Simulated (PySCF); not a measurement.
C2H4F2S, SMILES `CSC(F)F`.

Computed with PySCF, def2-SVP basis, geometry: GFN2-xTB. No frequency check shows the geometry to be a minimum. GFN2-xTB bond lengths at metals and heavier atoms can be off by up to 0.1 Å and shapes distorted, which carries into these values.

Coordinates in Å:

```
C1      -1.5220    0.9583    0.0136
S2      -0.9098   -0.7523   -0.0101
C3       0.8681   -0.3876   -0.0057
F4       1.2233    0.3237    1.0814
F5       1.2211    0.3567   -1.0727
H6      -1.1734    1.4752   -0.8727
H7      -1.1716    1.4477    0.9205
H8      -2.6047    0.8966    0.0095
H9       1.4301   -1.3301   -0.0207
```

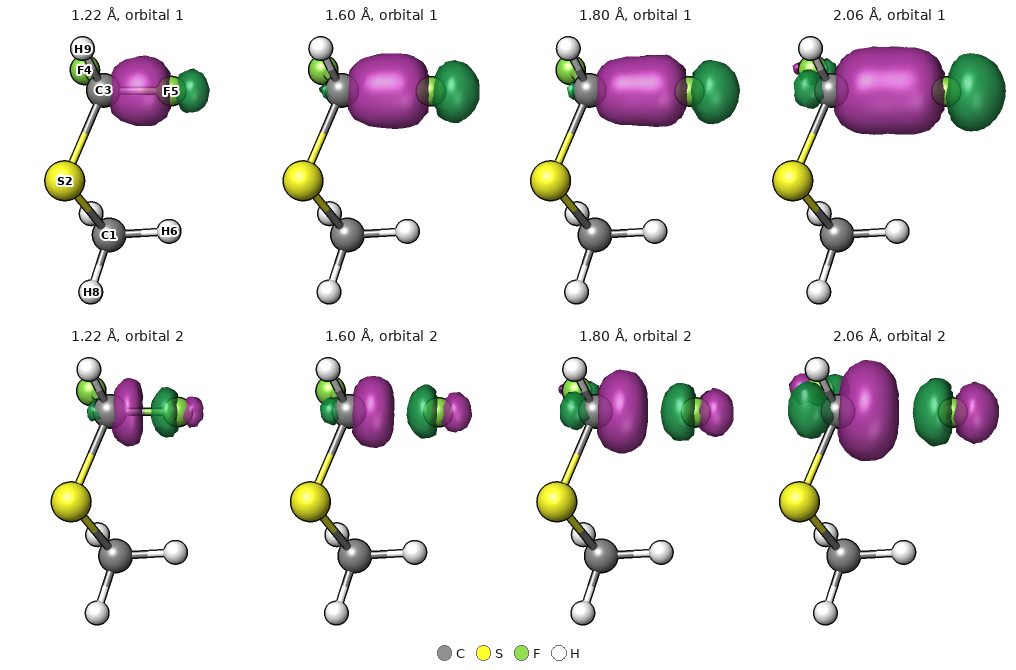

Rigid stretch of the C3–F5 bond. The two CASSCF(2,2) natural orbitals nearest half filling (orbital 1 the more occupied).

Question: How do the occupations change along the stretch?

Answer: 1.22 Å: 1.99 and 0.01; 1.60 Å: 1.95 and 0.05; 1.80 Å: 1.91 and 0.09; 2.06 Å: 1.82 and 0.18. At the longest distance computed (3.72 Å) they are 1.07 and 0.93, and the effective number of unpaired electrons is 2.0.

Question: Where does the UHF solution part from RHF?

Answer: Between 1.80 Å (⟨S²⟩ = 0, the two coincide) and 2.06 Å (⟨S²⟩ = 0.66); at 3.72 Å ⟨S²⟩ is 1.01 and UHF lies 4.9 eV below RHF.

Question: How much energy does the stretch cost?

Answer: By CASSCF, 4.3 eV from the lowest point of the scan (1.33 Å) to 3.72 Å; RHF gives 8.5 eV from its own lowest point. The fragments aren't relaxed and dynamic correlation is missing, so this isn't a bond dissociation energy.
